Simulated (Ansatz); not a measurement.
## Abstraction of Br: Mg(CH3)Br + C2H3O → CH3Mg + C2H3BrO

Species: Mg(CH3)Br, singlet; C2H3O (acetyl radical) `C[C]=O`, doublet; CH3Mg `[CH3][Mg]`, doublet; C2H3BrO (acetyl bromide) `CC(=O)Br`, singlet. A radical takes Br: the energy is the difference in strength between the Mg–Br bond broken and the C–Br bond made.

Shapes, held fixed at every level: PBE0-D4/def2-TZVP. Programs: Ansatz 0.2.0. The zero-point and thermal change to 298 K, harmonic and unscaled (PBE0-D4/def2-TZVP), is +2.0 kJ/mol.

```csv
level,kind,ΔH(298 K) (kJ/mol),less CCSD(T)/def2-TZVPP
MP2/def2-SVP,perturbation theory,+133.9,+7.1
HF/def2-SVP,Hartree–Fock,+167.9,+41.1
SPW92/def2-TZVPP,LDA,+78.9,-47.9
r2SCAN0-D4/def2-TZVPP,global hybrid,+129.7,+2.9
wB97M-V/def2-TZVPP,range-separated hybrid,+135.8,+9.0
B2PLYP/def2-TZVPP,double hybrid,+130.8,+4.0
CCSD/def2-SVP,coupled cluster or CI,+147.6,+20.8
CCSD(T)/def2-TZVPP,coupled cluster or CI,+126.8,0.0
```

The highest level, CCSD(T)/def2-TZVPP, gives ΔH(298 K) = +126.8 kJ/mol; the levels span +78.9 to +167.9. The column of differences is taken from that level and isn't an error. No measured value is set beside it here. Open shells run unrestricted. Relativity is left out for Br. Outer-core shells of Br, Mg are correlated, in sets that cover them unevenly.

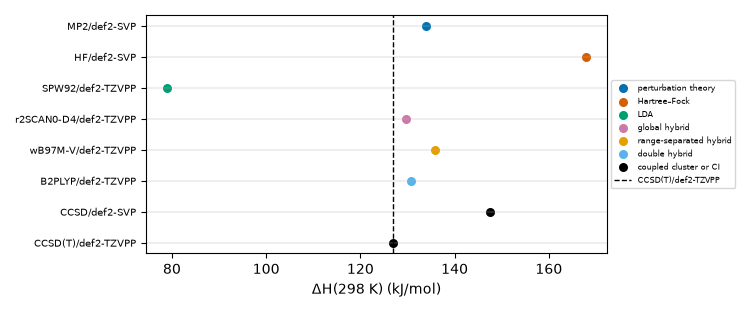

The values of the table, level by level.
